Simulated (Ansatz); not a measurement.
# MgSn2B2: relaxing a made-up structure

Starting from a made-up structure for MgSn2B2, the aim is the relaxed cell, its shortest contacts and, where a second run follows, its electronic structure.

Program: Ansatz 0.2.0. Level of theory: DFT, PBEsol, plane-wave PAW, files of the set soft_1, scalar-relativistic, no spin, cell and ions relaxed at zero pressure; PAW set soft_1, in the first sound run; inputs show where later runs differ. Results are calculated unless marked as measured.

### 1. Set-up

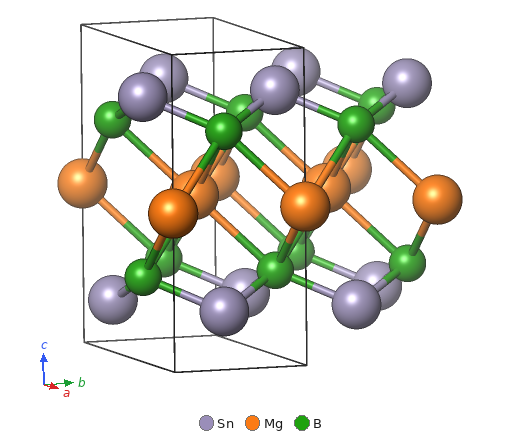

The cell as given, slightly off an axis (tin purple, magnesium orange, boron green). 1×2×1 cells are drawn. This picture shows the conventional cell, with its axes. Some periodic images of atoms are drawn too.

### 2. Relaxation of the guess

The guessed cell has no reason to be at equilibrium. It is relaxed with the atoms, within the space group of the guess.

Input file input.yaml:

```yaml
crystal:
  lattice:
    - [2.865, -1.6615, 0.0]
    - [2.865, 1.6615, 0.0]
    - [-0.196739709, 0.0, 7.463407364]
  atoms:
    - { symbol: Sn, position: [0.6758, 0.6758, 0.8359] }
    - { symbol: Sn, position: [0.3242, 0.3242, 0.1641] }
    - { symbol: Mg, position: [0.0, 0.0, 0.5] }
    - { symbol: B, position: [0.6612, 0.6612, 0.2673] }
    - { symbol: B, position: [0.3388, 0.3388, 0.7327] }
kpoints:
  mp_grid: { grid: [9, 9, 4] }
scf:
  occupations: { method: fermi_dirac, width: 0.05 }
hamiltonian:
  xc: pbesol
  pseudopotentials: { kind: paw, azcp: { folder: soft_1 }, xc_functional: pbe }
relax:
  f_tol: 0.015
  max_steps: 70
  cell: {}
output:
  forces: true
  stress: true
```

The run is started by

```
$ ansatz run input.yaml --threads 4 --pin off --max-ram 8192MiB --backend cpu --events-out ev --progress --plain --runs-dir out
```

Numbers of over 12 decimals in the logs are rounded to 6 here.

Log:

```text
Engine: ansatz 0.2.0, x86_64-unknown-linux-gnu
Pseudopotentials: kind: paw
Pseudopotential: Sn, paw, valence charge 14, recommended cutoff 420 eV (normal), soft_1/Sn.paw.azcp
Pseudopotential: Mg, paw, valence charge 10, recommended cutoff 420 eV (normal), soft_1/Mg.paw.azcp
Pseudopotential: B, paw, valence charge 3, recommended cutoff 420 eV (normal), soft_1/B.paw.azcp
Functional definition: PBEsol
  exchange = pbesol_x
  correlation = pbesol_c
Crystal: 5 atoms, lattice volume = 71.055 Å³
Basis set: ecut = 420 eV, 1411 PW (Γ), exchange–correlation on 48×48×100 points (8 copies of the dense FFT grid, shifted against one another)
Bands: 27, of which v1, the nominal top of the filled ones, is band 22 counted from 1 (21 counted from 0)
Symmetry: 4 space group operations
Space group: C2/m (ITA 12), of the structure as read, at distance tolerance 4.1e-5 Å
k-points: 95 of 324
Non-local potential: Sn, projectors of the file, l = 0: 2, l = 1: 2, l = 2: 2, l = 3: 1
Non-local potential: Mg, projectors of the file, l = 0: 3, l = 1: 2, l = 2: 1
Non-local potential: B, projectors of the file, l = 0: 2, l = 1: 2, l = 2: 1
PAW form: soft (Blöchl's): semilocal exchange-correlation on the pseudo side does not see the compensation charge
PAW frozen core: Sn, regenerated for the run's functional, and the local potential with it (the file was generated under x = pbe(κ = 0.804, μ = 0.219515), c = pbe(β = 0.066725))
PAW frozen core: Mg, regenerated for the run's functional, and the local potential with it (the file was generated under x = pbe(κ = 0.804, μ = 0.219515), c = pbe(β = 0.066725))
PAW frozen core: B, regenerated for the run's functional, and the local potential with it (the file was generated under x = pbe(κ = 0.804, μ = 0.219515), c = pbe(β = 0.066725))
PAW one-centre angular grid: Sn, 590 points (default); XC on 64 Gauss nodes
PAW one-centre angular grid: Mg, 110 points (default); XC on 64 Gauss nodes
PAW one-centre angular grid: B, 110 points (default); XC on 64 Gauss nodes
Initial density: superposition of atomic densities (chi_scale 0.1, normalization cell, long waves kept (reshape's long-wave potential 0.26 eV rms))
Initial wavefunctions: pseudopotential atomic-orbital guess
Functional: x = pbesol(κ = 0.804, μ = 0.123457), c = pbesol(β = 0.046)
SCF iter   1: F=—  HF=-14116.385227 eV  |F-HF|=—  |Δ(HF+E_count)|=         —  Δρ=1.01e-1  dr2=2.19e1  ethr=3.10e-3  ⟨swp⟩=7.0  Hψ=13428  notcnv=0
preconditioner: auto → Kerker (q_TF=auto, 2.519 Å⁻¹)  [metal: Δε(μ)=0.040 eV  Ē_g=16.695 eV  σ=0.050 eV  W_gap=0.20  n_scr=22 (ndim 8)  ℏωp=26.4 eV  f_vac=0.000  D(μ)=0.99/eV (n_scr^D=2)]
SCF iter   2: F=—  HF=-14112.949710 eV  |F-HF|=—  |Δ(HF+E_count)|=    3.44e0  Δρ=4.27e-2  dr2=5.24e0  ethr=3.10e-3  ⟨swp⟩=3.6  Hψ=5880  notcnv=0  defer=13
SCF iter   3: F=—  HF=-14112.084965 eV  |F-HF|=—  |Δ(HF+E_count)|=   8.65e-1  Δρ=1.00e-2  dr2=3.31e-1  ethr=3.10e-3  ⟨swp⟩=3.4  Hψ=4320  notcnv=0  defer=13
SCF iter   4: F=—  HF=-14112.037280 eV  |F-HF|=—  |Δ(HF+E_count)|=   4.77e-2  Δρ=2.81e-3  dr2=2.21e-2  ethr=7.52e-4  ⟨swp⟩=2.7  Hψ=3796  notcnv=0  defer=10
SCF iter   5: F=—  HF=-14112.032793 eV  |F-HF|=—  |Δ(HF+E_count)|=   4.49e-3  Δρ=1.06e-3  dr2=2.42e-3  ethr=5.03e-5  ⟨swp⟩=2.2  Hψ=3509  notcnv=0  defer=10
SCF iter   6: F=—  HF=-14112.032383 eV  |F-HF|=—  |Δ(HF+E_count)|=   4.10e-4  Δρ=2.96e-4  dr2=5.32e-5  ethr=5.50e-6  ⟨swp⟩=2.0  Hψ=2929  notcnv=0  defer=10
SCF iter   7: F=—  HF=-14112.032402 eV  |F-HF|=—  |Δ(HF+E_count)|=   1.90e-5  Δρ=1.04e-4  dr2=8.79e-6  ethr=1.21e-7  ⟨swp⟩=2.0  Hψ=4278  notcnv=0  defer=10
SCF iter   8: F=—  HF=-14112.032400 eV  |F-HF|=—  |Δ(HF+E_count)|=   2.20e-6  Δρ=2.69e-5  dr2=4.89e-7  ethr=2.00e-8  ⟨swp⟩=2.2  Hψ=4166  notcnv=0  defer=10
SCF iter   9: F=-14112.032400 eV  HF=-14112.032400 eV  |F-HF|=3.11e-8  |Δ(HF+E_count)|=   1.38e-7  Δρ=8.37e-6  dr2=4.86e-8  ethr=2.27e-10  ⟨swp⟩=5.0  Hψ=9404  notcnv=0
SCF 1 converged in 9 iterations: F = -14112.032400 eV  dr2 = 4.86e-8
  greatest PAW one-centre occupation: 1.000 electrons in one spin orbital (limit 2), on the Mg atom at site 2 (counted from 0), in its partial waves of l = 0
relax step   1: F+E_penalty+E_count = -14112.03239995 eV  Δ(F+E_penalty+E_count) = +0.000e0 eV  max|allowed force component| = 2.101e0 eV/Å  Δτ_max = 0.0000 Å  P = +35.042 GPa  Ω = 71.055 Å³  (9 SCF iters, dr2 threshold 1.00e-7 eV, accepted)
Crystal: 5 atoms, lattice volume = 78.671 Å³
Basis set: ecut = 420 eV, 1519 PW (Γ), exchange–correlation on 48×48×100 points (8 copies of the dense FFT grid, shifted against one another)
Initial density: handed on by an earlier stage of this run
Initial wavefunctions: those handed on with the density
iter 1 solved again at ethr=1.03e-3 eV; its pass at ethr=3.10e-3 eV (dr2=4.53e-1 eV) is discarded
SCF iter   1: F=—  HF=-14113.741733 eV  |F-HF|=—  |Δ(HF+E_count)|=         —  Δρ=1.61e-2  dr2=4.55e-1  ethr=1.03e-3  ⟨swp⟩=1.0  Hψ=16761  notcnv=0
preconditioner: auto → Kerker (q_TF=auto, 2.476 Å⁻¹)  [metal: Δε(μ)=0.009 eV  Ē_g=17.412 eV  σ=0.050 eV  W_gap=0.05  n_scr=22 (ndim 8)  ℏωp=25.1 eV  f_vac=0.000  D(μ)=1.49/eV (n_scr^D=4)]
SCF iter   2: F=—  HF=-14113.650802 eV  |F-HF|=—  |Δ(HF+E_count)|=   9.09e-2  Δρ=7.44e-3  dr2=9.68e-2  ethr=1.03e-3  ⟨swp⟩=2.1  Hψ=3093  notcnv=0
SCF iter   3: F=—  HF=-14113.627953 eV  |F-HF|=—  |Δ(HF+E_count)|=   2.28e-2  Δρ=1.26e-3  dr2=1.51e-3  ethr=2.20e-4  ⟨swp⟩=2.3  Hψ=3736  notcnv=0
SCF iter   4: F=—  HF=-14113.627940 eV  |F-HF|=—  |Δ(HF+E_count)|=   1.38e-5  Δρ=3.73e-4  dr2=3.45e-4  ethr=3.43e-6  ⟨swp⟩=2.1  Hψ=3399  notcnv=0
SCF iter   5: F=—  HF=-14113.627944 eV  |F-HF|=—  |Δ(HF+E_count)|=   4.46e-6  Δρ=1.34e-4  dr2=5.96e-5  ethr=7.83e-7  ⟨swp⟩=2.3  Hψ=4152  notcnv=0
SCF iter   6: F=—  HF=-14113.627937 eV  |F-HF|=—  |Δ(HF+E_count)|=   6.71e-6  Δρ=4.47e-5  dr2=2.76e-6  ethr=1.36e-7  ⟨swp⟩=2.0  Hψ=2868  notcnv=0
SCF iter   7: F=-14113.627937 eV  HF=-14113.627937 eV  |F-HF|=4.91e-8  |Δ(HF+E_count)|=   5.75e-7  Δρ=1.12e-5  dr2=9.27e-8  ethr=1.14e-9  ⟨swp⟩=5.0  Hψ=9594  notcnv=0
SCF 2 converged in 7 iterations: F = -14113.627937 eV  dr2 = 9.27e-8
relax step   2: F+E_penalty+E_count = -14113.62793685 eV  Δ(F+E_penalty+E_count) = -1.596e0 eV  max|allowed force component| = 7.744e-1 eV/Å  Δτ_max = 0.0480 Å  P = +14.652 GPa  Ω = 78.671 Å³  energy of the carried Pulay correction = -2.219e-3 eV  (7 SCF iters, dr2 threshold 5.00e-7 eV, accepted)
Crystal: 5 atoms, lattice volume = 83.466 Å³
Basis set: ecut = 420 eV, 1617 PW (Γ), exchange–correlation on 48×48×100 points (8 copies of the dense FFT grid, shifted against one another)
[...]
[... from here on, the SCF cycles and remarks between the steps are left out ...]
relax step   4: F+E_penalty+E_count = -14114.45442592 eV  Δ(F+E_penalty+E_count) = -1.245e-1 eV  max|allowed force component| = 3.128e-1 eV/Å  Δτ_max = 0.0638 Å  P = -0.325 GPa  Ω = 85.991 Å³  energy of the carried Pulay correction = -4.150e-3 eV  (7 SCF iters, dr2 threshold 5.00e-7 eV, accepted)
relax step   5: F+E_penalty+E_count = -14114.47376834 eV  Δ(F+E_penalty+E_count) = -1.934e-2 eV  max|allowed force component| = 1.745e-1 eV/Å  Δτ_max = 0.0867 Å  P = -0.283 GPa  Ω = 85.507 Å³  energy of the carried Pulay correction = -4.028e-3 eV  (7 SCF iters, dr2 threshold 5.00e-7 eV, accepted)
relax step   6: F+E_penalty+E_count = -14114.49163609 eV  Δ(F+E_penalty+E_count) = -1.787e-2 eV  max|allowed force component| = 1.621e-1 eV/Å  Δτ_max = 0.0584 Å  P = -0.017 GPa  Ω = 84.642 Å³  energy of the carried Pulay correction = -3.808e-3 eV  (6 SCF iters, dr2 threshold 5.00e-7 eV, accepted)
relax step   7: F+E_penalty+E_count = -14114.45083193 eV  Δ(F+E_penalty+E_count) = +4.080e-2 eV  max|allowed force component| = 3.473e-1 eV/Å  Δτ_max = 0.1698 Å  P = +1.201 GPa  Ω = 82.755 Å³  energy of the carried Pulay correction = -3.319e-3 eV  (7 SCF iters, dr2 threshold 5.00e-7 eV, rejected (line search))
relax step   8: F+E_penalty+E_count = -14114.50372288 eV  Δ(F+E_penalty+E_count) = -1.209e-2 eV  max|allowed force component| = 5.273e-2 eV/Å  Δτ_max = 0.0706 Å  P = -0.549 GPa  Ω = 85.285 Å³  energy of the carried Pulay correction = -3.972e-3 eV  (11 SCF iters, accepted)
relax step   9: F+E_penalty+E_count = -14114.50806965 eV  Δ(F+E_penalty+E_count) = -4.347e-3 eV  max|allowed force component| = 2.810e-2 eV/Å  Δτ_max = 0.0379 Å  P = -0.069 GPa  Ω = 84.639 Å³  energy of the carried Pulay correction = -3.807e-3 eV  (6 SCF iters, dr2 threshold 5.00e-7 eV, accepted)
relax step  10: F+E_penalty+E_count = -14114.50820746 eV  Δ(F+E_penalty+E_count) = -1.378e-4 eV  max|allowed force component| = 1.966e-2 eV/Å  Δτ_max = 0.0052 Å  P = +0.038 GPa  Ω = 84.557 Å³  energy of the carried Pulay correction = -3.786e-3 eV  (5 SCF iters, dr2 threshold 7.28e-8 eV, accepted)
relax step  11: F+E_penalty+E_count = -14114.50827531 eV  Δ(F+E_penalty+E_count) = -6.786e-5 eV  max|allowed force component| = 1.468e-3 eV/Å  Δτ_max = 0.0027 Å  P = -0.003 GPa  Ω = 84.599 Å³  energy of the carried Pulay correction = -3.797e-3 eV  (5 SCF iters, dr2 threshold 3.20e-8 eV, accepted)
relax step  12: F+E_penalty+E_count = -14114.53392313 eV  Δ(F+E_penalty+E_count) = -2.565e-2 eV  max|allowed force component| = 4.357e-3 eV/Å  Δτ_max = 0.0000 Å  P = +0.361 GPa  Ω = 84.599 Å³  stress off target by 5.50e-1 GPa  SCF on the basis re-selected at this cell (its energy is not comparable with the rows above)  (7 SCF iters)
relax step  13: F+E_penalty+E_count = -14114.53454476 eV  Δ(F+E_penalty+E_count) = -6.216e-4 eV  max|allowed force component| = 2.779e-3 eV/Å  Δτ_max = 0.0052 Å  P = +0.070 GPa  Ω = 84.820 Å³  energy of the carried Pulay correction = -5.197e-5 eV  (5 SCF iters, dr2 threshold 5.00e-7 eV, accepted)
relax step  14: F+E_penalty+E_count = -14114.53459204 eV  Δ(F+E_penalty+E_count) = -4.728e-5 eV  max|allowed force component| = 2.308e-3 eV/Å  Δτ_max = 0.0010 Å  P = -0.004 GPa  Ω = 84.847 Å³  energy of the carried Pulay correction = -5.850e-5 eV  (5 SCF iters, dr2 threshold 3.82e-8 eV, accepted)
iter 1 solved again at ethr=4.10e-7 eV; its pass at ethr=3.10e-3 eV (dr2=1.80e-4 eV) is discarded
SCF iter   1: F=—  HF=-14114.534666 eV  |F-HF|=—  |Δ(HF+E_count)|=         —  Δρ=6.71e-5  dr2=8.75e-8  ethr=4.10e-7  ⟨swp⟩=3.0  Hψ=19152  notcnv=0
eigensolver tolerance schedule: the retry pair's looser diagonalisation over-reported the residual by 2060.03 of it (diagonalisation noise at 0.37 of the residual, at the tolerance the schedule requests for it); recorded, not acted on — ethr = c·dr2/N_el stays at c = 1.0e-1
preconditioner: auto → Kerker (q_TF=auto, 2.445 Å⁻¹)  [metal: Δε(μ)=0.019 eV  Ē_g=16.981 eV  σ=0.050 eV  W_gap=0.09  n_scr=22 (ndim 8)  ℏωp=24.2 eV  f_vac=0.000  D(μ)=1.19/eV (n_scr^D=2)]
SCF iter   2: F=—  HF=-14114.534651 eV  |F-HF|=—  |Δ(HF+E_count)|=   1.51e-5  Δρ=3.40e-5  dr2=2.52e-8  ethr=1.99e-10  ⟨swp⟩=3.4  Hψ=6294  notcnv=0
SCF iter   3: F=—  HF=-14114.534652 eV  |F-HF|=—  |Δ(HF+E_count)|=   1.21e-6  Δρ=2.79e-6  dr2=1.63e-9  ethr=5.72e-11  ⟨swp⟩=2.9  Hψ=4717  notcnv=0
SCF iter   4: F=—  HF=-14114.534652 eV  |F-HF|=—  |Δ(HF+E_count)|=   5.88e-9  Δρ=5.59e-7  dr2=3.72e-10  ethr=3.70e-12  ⟨swp⟩=2.1  Hψ=4001  notcnv=0
SCF iter   5: F=—  HF=-14114.534652 eV  |F-HF|=—  |Δ(HF+E_count)|=  1.82e-12  Δρ=1.97e-7  dr2=5.23e-11  ethr=1.00e-12  ⟨swp⟩=2.0  Hψ=4653  notcnv=0
SCF iter   6: F=-14114.534652 eV  HF=-14114.534652 eV  |F-HF|=7.28e-12  |Δ(HF+E_count)|=  1.46e-11  Δρ=6.82e-8  dr2=3.74e-12  ethr=1.00e-12  ⟨swp⟩=4.6  Hψ=8604  notcnv=0
SCF 15 converged in 6 iterations: F = -14114.534652 eV  dr2 = 3.74e-12
relax step  15: F+E_penalty+E_count = -14114.53465184 eV  Δ(F+E_penalty+E_count) = -5.980e-5 eV  max|allowed force component| = 2.310e-3 eV/Å  Δτ_max = 0.0000 Å  P = -0.005 GPa  Ω = 84.847 Å³  stress off target by 2.09e-2 GPa  SCF on the basis re-selected at this cell (its energy is not comparable with the rows above)  (6 SCF iters)
basis re-selected at this cell: Δ(F+E_penalty+E_count) = -5.980e-5 eV, ΔP = -0.000 GPa vs the last step (what re-selecting the basis moved, of the pressure what is left beyond the Pulay correction that the steps carried, after the strain that the cell walked since its last selection, with what the two solves' SCF thresholds leave and, on support functions, any second-order correction that the steps lacked; it is no m [...]
SCF converged after 6 iterations
Free energy (F): -14114.534652 eV
Harris-Foulkes:  -14114.534652 eV  (|F-HF|=7.28e-12)
Internal energy: -14114.525027 eV  (E = F + TS)
E sigma→0 (E₀):  -14114.529839 eV
Entropy (-TS):   -0.009625 eV (-1.925 meV/atom)
Fermi energy:    10.524141 eV
--- Per-component energies (eV) ---
  E_band       = -465.654418
  E_kinetic    = 500.862169
  E_local      = -3696.091397  (includes V_loc(G=0)·N_el)
  E_nonlocal   = 507.444379
  E_hartree    = 1595.729065
  E_xc         = -339.522850
  E_vxc        = -270.372981  (∫ρ·V_xc dr)
  E_paw        = -9034.363740  (= ΣΔE_a)
  E_vpaw       = -698.955095  (= ΣTr[D̂ρ^β])
  E_aug_tail   = 0.000442  (compensation charges beyond the density's cutoff)
  E_ewald      = -3649.241058
  E_core_change = 0.657963  (= ΣΔE_core)
  E_smearing   = -0.009625  (= −TS)
  E_closure    = -0.000000  (closes the sum)
  Σ components = -14114.534652   (vs F -14114.534652, Δ=0.00e0)
--- Forces (eV/Å), atoms counted from 1 ---
  atom   1  Sn    -0.00188420     0.00000000     0.00231044
  atom   2  Sn     0.00188420    -0.00000000    -0.00231044
  atom   3  Mg     0.00000000     0.00000000    -0.00000000
  atom   4  B     -0.00104052     0.00000000    -0.00009420
  atom   5  B      0.00104052    -0.00000000     0.00009420
  max |Σ_I F_I| component: 0.00e0 eV/Å
--- Stress (GPa, compression-positive) ---
        0.003021       0.000000       0.016040
        0.000000      -0.020861      -0.000000
        0.016040      -0.000000       0.004327
  P = ⅓ Tr σ = -0.0045 GPa (-0.045 kbar)
--- Relaxed structure (13 steps of the walk, 12 accepted, 2 SCFs on fresh bases) ---
  F+E_penalty+E_count = -14114.53465184 eV   max|allowed force component| = 2.310e-3 eV/Å   (the final SCF, on the basis selected at the relaxed cell)
  cell:  # Å, volume = 84.8469 Å³
    - [3.288240, -1.901484, 0.040162]
    - [3.288240, 1.901484, 0.040162]
    - [-0.121180, 0.0, 6.783516]
  atoms:
    - { symbol: Sn, position: [0.667642, 0.667642, 0.823469] }
    - { symbol: Sn, position: [0.332358, 0.332358, 0.176531] }
    - { symbol: Mg, position: [0.0, 0.0, 0.5] }
    - { symbol: B, position: [0.666372, 0.666372, 0.259755] }
    - { symbol: B, position: [0.333628, 0.333628, 0.740245] }
```

Wall time 28 s (4 threads of Intel Xeon Platinum 8375C at 2.90GHz (Ice Lake), shared host); peak memory 0.56 GiB; 1.7 min of CPU time.

The steps of the relaxation:

```csv
step,energy less that of the first step (eV),largest force component (eV/Å),pressure (GPa),volume (Å³)
1,0.0000,2.1006,35.04,71.05
2,-1.5955,0.7744,14.65,78.67
3,-2.2975,0.1401,4.54,83.47
4,-2.4220,0.3128,-0.33,85.99
5,-2.4414,0.1745,-0.28,85.51
6,-2.4592,0.1621,-0.02,84.64
7,-2.4184,0.3473,1.20,82.75
8,-2.4713,0.0527,-0.55,85.29
9,-2.4757,0.0281,-0.07,84.64
10,-2.4758,0.0197,0.04,84.56
11,-2.4759,0.0015,0.00,84.60
12*,-2.5015,0.0044,0.36,84.60
13,-2.5021,0.0028,0.07,84.82
14,-2.5022,0.0023,0.00,84.85
15*,-2.5023,0.0023,0.00,84.85
```

Relaxation steps marked * repeat the geometry before them on a plane-wave basis chosen anew for their cell, so energy and pressure can jump there. Relaxation step 7 was tried and not accepted.

Forces are held to the 4 operations that the run works with; a distortion that breaks them can't arise in this run.

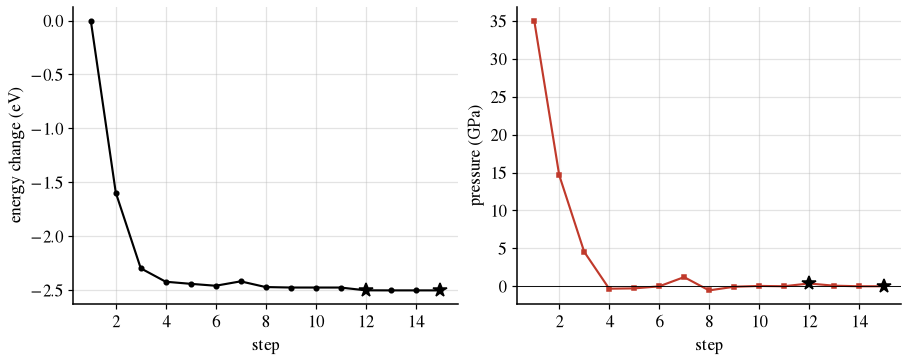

Energy and pressure along the relaxation. Stars mark steps on a basis chosen anew.

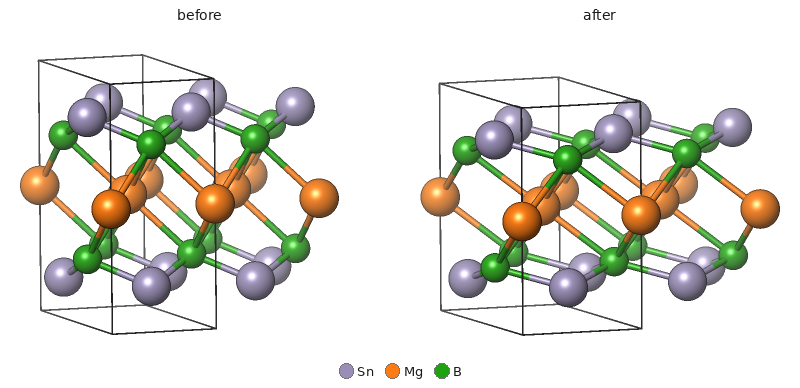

The structure before and after the relaxation, drawn at the same scale.

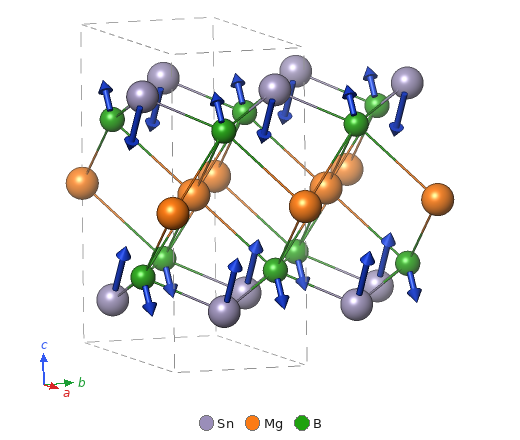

Displacements in the relaxation, exaggerated, measured against the changing cell; the longest in the cell stands for 0.10 Å. 1×2×1 conventional cells are drawn. Some periodic images of atoms are drawn too.

| cell as run | before | after | change |
| --- | --- | --- | --- |
| a (Å) | 3.312 | 3.799 | +14.7 % |
| b (Å) | 3.312 | 3.799 | +14.7 % |
| c (Å) | 7.466 | 6.785 | -9.1 % |
| α (°) | 91.31 | 90.28 | -1.1 % |
| β (°) | 91.31 | 90.28 | -1.1 % |
| γ (°) | 60.22 | 60.08 | -0.2 % |
| volume (Å³/atom) | 14.21 | 16.97 | +19.4 % |

The atoms that moved most (Å, as changes of fractional coordinates times the final cell):

```csv
atom,dx,dy,dz,length
Sn2,0.052,0.000,0.085,0.100
Sn1,-0.052,0.000,-0.085,0.100
B5,-0.035,0.000,0.051,0.062
B4,0.035,0.000,-0.051,0.062
```

Final coordinates:

```xyz
5
Lattice="3.2882 -1.9015 0.0402 3.2882 1.9015 0.0402 -0.1212 0.0000 6.7835" Properties=species:S:1:pos:R:3 pbc="T T T"
Sn    4.2909    0.0000    5.6396
Sn    2.1644    0.0000    1.2242
Mg   -0.0606    0.0000    3.3918
B     4.3509    0.0000    1.8156
B     2.1044    0.0000    5.0483
```

Numbers from this step:

- free energy: -14114.5347 eV
- energy at zero smearing: -14114.5298 eV
- smearing term TS: 0.009625 eV
- Fermi energy: 10.52 eV
- electrons: 44
- symmetry operations: 4
- pressure: -0.004504 GPa

Shortest distances by pair of elements, guess and relaxed (not always the same contact):

| pair | guess (Å) | relaxed (Å) |
| --- | --- | --- |
| B–Sn | 2.060 | 2.265 |
| B–Mg | 2.571 | 2.726 |
| Mg–Sn | 3.151 | 3.102 |
| Sn–Sn | 3.062 | 3.240 |
| Mg–Mg | 3.312 | 3.799 |

The relaxation ends with a largest force component of 0.0023 eV/Å and a pressure of 0.00 GPa.

[end of part 1 of 2]

[Logs are printed without paths, hosts, clocks, repeated set-up lines and the standing remarks that a program may print on its own settings, such as how far it seeks lower states.]

[Hosts, paths, dates, database ids (printed as entryN), source tags and the programs' standing remarks are cut or masked in the printed files.]
